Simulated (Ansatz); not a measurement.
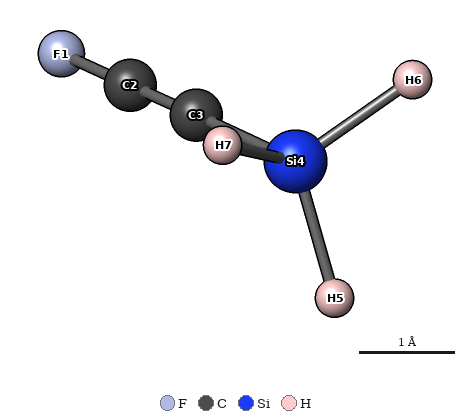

**Figure 1.** The input geometry (ball-and-stick view, seen at a tilt; atoms are numbered from 1 in the order of the input). Bond lengths as drawn: C–C 1.23 Å, C–F 1.28 Å, C–Si 1.83 Å and H–Si 1.50 Å.

## Geometry relaxation, with input and output: C2H3FSi

The run: geometry relaxation of C2H3FSi, SMILES FC#C[SiH3]. Method and program: RKS PBE0-D4/def2-SVP (Ansatz 0.2.0).

Figures and captions count atoms from 1; the log counts them from 0 in places.

## The program's output
```
The last accepted step is kept in [file] (removed where the run ends without a failure and the disk answers)
Engine: ansatz 0.2.0, aarch64-unknown-linux-gnu
Functional definition: PBE0
  parameter a = 0.25
  parameter kappa = 0.804
  parameter beta = 0.06672455060314922
  exchange = (1 - a)*pbe_x(kappa = kappa, mu = beta*pi^2/3) + a*exact_x
  correlation = pbe_c(beta = beta)
809 factors; integrals over basis functions are off by at most 3.4e-4 eV
mean field evaluation 1: about -12696.2607 eV, gradient 3.9e1 eV
mean field evaluation 2: about -12690.0382 eV, gradient 6.1e1 eV
mean field evaluation 4: about -12699.8443 eV, gradient 2.0e0 eV
mean field evaluation 8: about -12699.8777 eV, gradient 3.3e-2 eV
mean field -12699.87770074 eV, -466.7118972161 hartree, gradient 3.6e-5 eV, S^2 0.000000; 0 other end points of the search recorded, 0 dependent functions left out
the calculation of the forces begins
reference -12699.87772219 eV, -466.7118980042 hartree; 19, 19 occupied and 56, 56 virtual orbitals, 809 factors
relax step   1: F+E_penalty+E_count = -12699.97155544 eV  Δ(F+E_penalty+E_count) = +0.000e0 eV  max|allowed force component| = 9.940e-1 eV/Å  Δτ_max = 0.0000 Å  (24 SCF iters, accepted)
these checks for a lower state are left out or cut short: starts, cluster_reference, orbital_swaps, neighbouring_geometries, increment
809 factors; integrals over basis functions are off by at most 3.4e-4 eV
mean field evaluation 16: about -12699.8721 eV, gradient 5.3e-3 eV
mean field -12699.89506369 eV, -466.7125352925 hartree, gradient 2.3e-5 eV, S^2 0.000000; 0 other end points of the search recorded, 0 dependent functions left out
the calculation of the forces begins
reference -12699.89508507 eV, -466.7125360783 hartree; 19, 19 occupied and 56, 56 virtual orbitals, 809 factors
relax step   2: F+E_penalty+E_count = -12699.98923321 eV  Δ(F+E_penalty+E_count) = -1.768e-2 eV  max|allowed force component| = 1.908e-1 eV/Å  Δτ_max = 0.0227 Å  (32 SCF iters, accepted)
these checks for a lower state are left out or cut short: starts, cluster_reference, orbital_swaps, neighbouring_geometries, increment
809 factors; integrals over basis functions are off by at most 3.3e-4 eV
mean field -12699.89570178 eV, -466.7125587421 hartree, gradient 8.0e-6 eV, S^2 0.000000; 0 other end points of the search recorded, 0 dependent functions left out
the calculation of the forces begins
reference -12699.89572317 eV, -466.7125595278 hartree; 19, 19 occupied and 56, 56 virtual orbitals, 809 factors
relax step   3: F+E_penalty+E_count = -12699.98988709 eV  Δ(F+E_penalty+E_count) = -6.539e-4 eV  max|allowed force component| = 2.567e-2 eV/Å  Δτ_max = 0.0032 Å  (24 SCF iters, accepted)
these checks for a lower state are left out or cut short: starts, cluster_reference, orbital_swaps, neighbouring_geometries, increment
809 factors; integrals over basis functions are off by at most 3.3e-4 eV
mean field evaluation 32: about -12699.8958 eV, gradient 4.5e-4 eV
mean field -12699.89576749 eV, -466.7125611567 hartree, gradient 2.2e-5 eV, S^2 0.000000; 0 other end points of the search recorded, 0 dependent functions left out
the calculation of the forces begins
reference -12699.89578888 eV, -466.7125619427 hartree; 19, 19 occupied and 56, 56 virtual orbitals, 809 factors
relax step   4: F+E_penalty+E_count = -12699.98995797 eV  Δ(F+E_penalty+E_count) = -7.088e-5 eV  max|allowed force component| = 2.217e-3 eV/Å  Δτ_max = 0.0067 Å  (31 SCF iters, accepted)
```

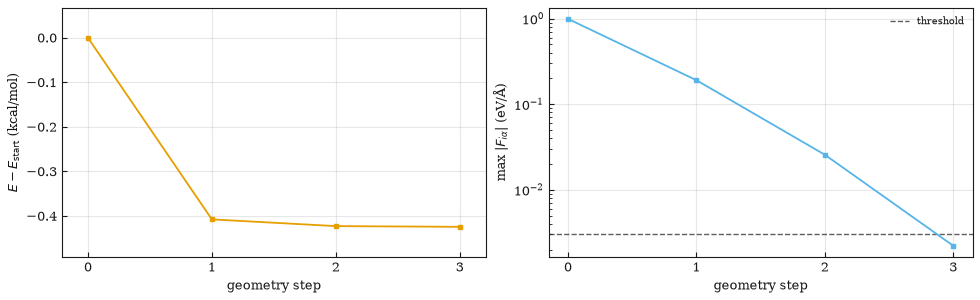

**Figure 2.** Progress of the relaxation, step by step (the first geometry is step 0 here and step 1 in the log).

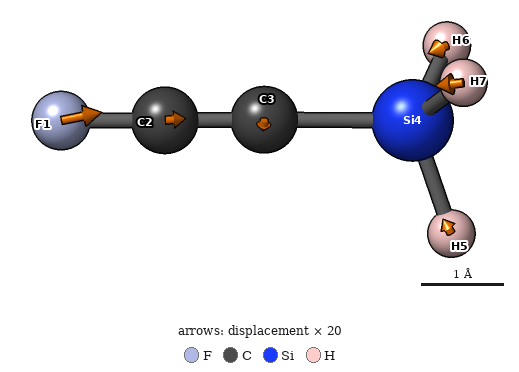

**Figure 3.** The starting structure with the displacements as orange arrows, magnified 20 times (ball-and-stick view, seen on its broad side). The two geometries are laid on each other by the best rigid fit. Over 3 geometry steps the energy falls by 0.42 kcal/mol. Largest force component: 0.99 eV/Å at the start, 0.0022 eV/Å at the end. The largest move after the best rigid fit is that of F1, 0.026 Å. Largest moves by element: F 0.026 Å, H 0.019 Å, C 0.014 Å, Si 0.003 Å. Among the contacts that change: C2–C3 1.228 → 1.214 Å, F1–C2 1.280 → 1.268 Å, Si4–H5 1.503 → 1.492 Å. (Atoms are counted from 1 in the order of the input.)

```
809 factors; integrals over basis functions are off by at most 3.3e-4 eV
mean field -12699.89576749 eV, -466.7125611567 hartree, gradient 2.2e-5 eV, S^2 0.000000; 1 other end points of the search recorded, 0 dependent functions left out
the calculation of the forces begins
reference -12699.89578888 eV, -466.7125619427 hartree; 19, 19 occupied and 56, 56 virtual orbitals, 809 factors
Total energy: -12699.98997936 eV, -466.7160233792 hartree
Atom 0 at     1.818797    -2.301172     1.310459 Å, force    -0.000827     0.001769    -0.000743 eV/Å
Atom 1 at     1.101403    -1.392618     0.793408 Å, force     0.000291    -0.000172     0.000211 eV/Å
Atom 2 at     0.414701    -0.522938     0.298490 Å, force    -0.000132    -0.000902     0.000079 eV/Å
Atom 3 at    -0.620741     0.785251    -0.447229 Å, force     0.001512    -0.002217     0.001139 eV/Å
Atom 4 at    -1.552579     0.179744    -1.442451 Å, force    -0.001115    -0.000037    -0.001069 eV/Å
Atom 5 at    -1.411590     1.466718     0.618403 Å, force    -0.000798     0.000716     0.000978 eV/Å
Atom 6 at     0.250009     1.785015    -1.131089 Å, force     0.001067     0.000842    -0.000595 eV/Å
Dipole moment:     0.001059    -0.001586     0.000805 e Å
```

## Trajectory as extended XYZ (Å, eV, eV/Å), 4 frames, from step=1 to step=4
```
7
Properties=species:S:1:pos:R:3:forces:R:3 step=1 energy=-12699.97156
F     1.8285   -2.3240    1.3197   -0.3995   0.5090  -0.2916
C     1.1085   -1.4032    0.7982   -0.3996   0.5408  -0.2874
C     0.4207   -0.5165    0.3005    0.7469  -0.9940   0.5431
Si   -0.6214    0.7885   -0.4481   -0.0965   0.1290  -0.0706
H    -1.5605    0.1771   -1.4500    0.1344   0.0670   0.1395
H    -1.4225    1.4772    0.6211    0.1165  -0.1044  -0.1324
H     0.2468    1.8009   -1.1414   -0.1022  -0.1474   0.0994
7
Properties=species:S:1:pos:R:3:forces:R:3 step=2 energy=-12699.98923
F     1.8164   -2.3070    1.3106   -0.1300   0.1624  -0.0959
C     1.1002   -1.3927    0.7923    0.1679  -0.1908   0.1223
C     0.4198   -0.5173    0.3002   -0.0484   0.0326  -0.0326
Si   -0.6205    0.7870   -0.4474   -0.0062   0.0160  -0.0057
H    -1.5514    0.1734   -1.4421    0.0247   0.0231   0.0275
H    -1.4135    1.4674    0.6205    0.0209  -0.0166  -0.0345
H     0.2491    1.7893   -1.1342   -0.0288  -0.0268   0.0188
7
Properties=species:S:1:pos:R:3:forces:R:3 step=3 energy=-12699.98989
F     1.8156   -2.3046    1.3097   -0.0108   0.0098  -0.0091
C     1.1009   -1.3935    0.7928    0.0257  -0.0105   0.0190
C     0.4194   -0.5186    0.3003   -0.0235   0.0040  -0.0148
Si   -0.6200    0.7861   -0.4470    0.0079  -0.0034   0.0047
H    -1.5505    0.1761   -1.4408   -0.0009  -0.0004  -0.0011
H    -1.4125    1.4669    0.6179   -0.0003   0.0003   0.0015
H     0.2470    1.7876   -1.1329    0.0019   0.0002  -0.0002
7
Properties=species:S:1:pos:R:3:forces:R:3 step=4 energy=-12699.98996
F     1.8188   -2.3012    1.3105   -0.0008   0.0018  -0.0007
C     1.1014   -1.3926    0.7934    0.0003  -0.0002   0.0002
C     0.4147   -0.5229    0.2985   -0.0001  -0.0009   0.0001
Si   -0.6207    0.7853   -0.4472    0.0015  -0.0022   0.0011
H    -1.5526    0.1797   -1.4425   -0.0011   0.0000  -0.0011
H    -1.4116    1.4667    0.6184   -0.0008   0.0007   0.0010
H     0.2500    1.7850   -1.1311    0.0011   0.0008  -0.0006
```

The run was set up as follows.

## The input
```yaml
crystal:
  periodic: [false, false, false]
  atoms:
    - { symbol: F, position_ang: [1.828477, -2.323963, 1.319726] }
    - { symbol: C, position_ang: [1.108523, -1.403213, 0.798199] }
    - { symbol: C, position_ang: [0.420694, -0.516549, 0.300456] }
    - { symbol: Si, position_ang: [-0.62142, 0.788498, -0.44814] }
    - { symbol: H, position_ang: [-1.560526, 0.177139, -1.449988] }
    - { symbol: H, position_ang: [-1.422503, 1.47719, 0.621092] }
    - { symbol: H, position_ang: [0.246755, 1.800898, -1.141355] }
basis:
  gaussian: { orbitals: def2-SVP }
hamiltonian:
  xc: pbe0
  dispersion: d4
output:
  forces: true
relax:
  f_tol: 0.003
  max_steps: 120
```

Launched with:
```bash
ansatz run input.yaml --threads 1 --pin off --max-ram 2560MiB --backend cpu --events-out ev --progress --plain --runs-dir out
```

## Results in brief

```json
{"quantity": "outcome", "value": "converged"}
{"quantity": "total energy", "value": "−12699.9900 eV"}
{"quantity": "mean-field energy", "value": "−12699.8958 eV"}
{"quantity": "largest force (length of the vector) at the end", "value": "0.003 eV/Å"}
{"quantity": "hardware", "value": "1 thread of Arm Neoverse V1, 24 GiB of memory available, shared host"}
{"quantity": "wall time", "value": "11 s"}
{"quantity": "peak memory", "value": "0.14 GiB"}
```
